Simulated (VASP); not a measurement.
Band structure of Ag2O (cuprite). Level of theory: PBE GGA with spin-orbit coupling, VASP's PBE PAW potentials (set 64) (plane waves; VASP).

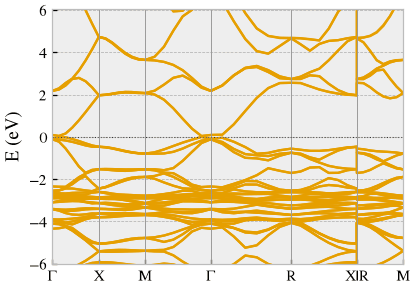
Figure: Bands along high-symmetry lines, zero at the valence-band maximum or, without a gap, the Fermi level

Q: Read the plot: is there a gap, and where are the band edges?

A: The gap is direct, 0.04 eV, from the valence maximum at M-Γ at 0.86 to the conduction minimum at M-Γ at 0.86.

The compound is Ag2O in the cuprite structure. It was relaxed first, which changed the volume by +5 %.
